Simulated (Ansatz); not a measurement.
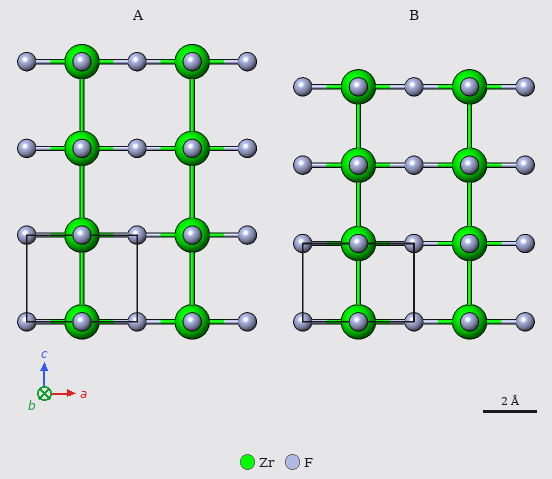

Two geometries of a crystal of ZrF2 (a generated structure, set up in P4/mmm) (coarse preliminary run), drawn at one scale. One is the start of a relaxation, the other its converged end. A ball-and-stick model of the cell of the calculation, repeated 2 × 1 × 3 with one cell outlined, seen along the b axis.

Level of theory: DFT PBE, scalar-relativistic, plane waves, PAW in Ansatz 0.2.0. Set-up: plane-wave cutoff 420 eV; k-point mesh 4 × 4 × 6; occupations gaussian; smearing width 0.1 eV; no spin polarisation; cell and atoms relaxed; force threshold 0.04 eV/Å; at most 70 steps.

Which of the two is the end point?

Structure B is the relaxed one. After 4 accepted moves (6 points after the start) the energy has fallen by 55.7 meV per atom. All forces vanish by symmetry, so only the cell relaxes. The pressure goes from −0.99 to −0.02 GPa. At 2 points the geometry stayed and the basis and grid were re-selected for the new cell (energy shift of 1.4 meV per atom at most each time). The atoms keep their places relative to the cell (all moves are under 0.005 Å). The volume changes by −8.2 %, with a = b 4.204 → 4.238 Å (+0.8 %), c 3.305 → 2.985 Å (−9.7 %). Near-neighbour distances that change, for instance: Zr–Zr 3.305 → 2.985 Å, F–Zr 2.102 → 2.119 Å. The space group stays P4/mmm (No. 123).

Limits of the set-up: the k-point mesh is coarse for a cell with partly filled bands.
